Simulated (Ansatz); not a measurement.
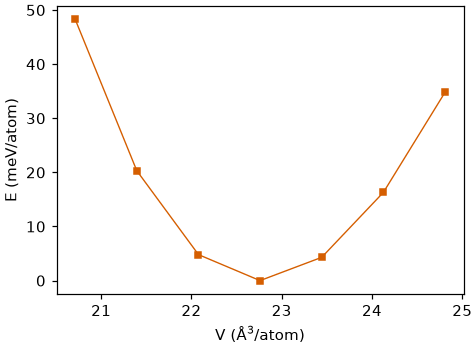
Figure: AlGaAs$_{2}$ in space group P-4m2 (No. 115; Ga on 1a, As on 2g, Al on 1c) under volume change, plane-wave PAW PBEsol (Ansatz code), shape and atoms relaxed at each volume.

Q: What does a third-order Birch–Murnaghan fit give for V₀, B₀ and B′?

A: V₀ = 22.76 Å³/atom, B₀ = 70.7 GPa, B′ = 4.4.

The start of the workflow was typed in or built on a structure type; neither database checked (COD, Materials Project) lists it. Whether it is the stable phase at ambient conditions was not checked. The PBEsol relaxation kept the symmetry of its start; whether a distortion lowers the energy is not shown.

Potentials: the earlier of the program's two PAW sets. The files were generated under PBE; for other functionals the program regenerates the frozen cores, and for LDA and PBEsol the local potential too.
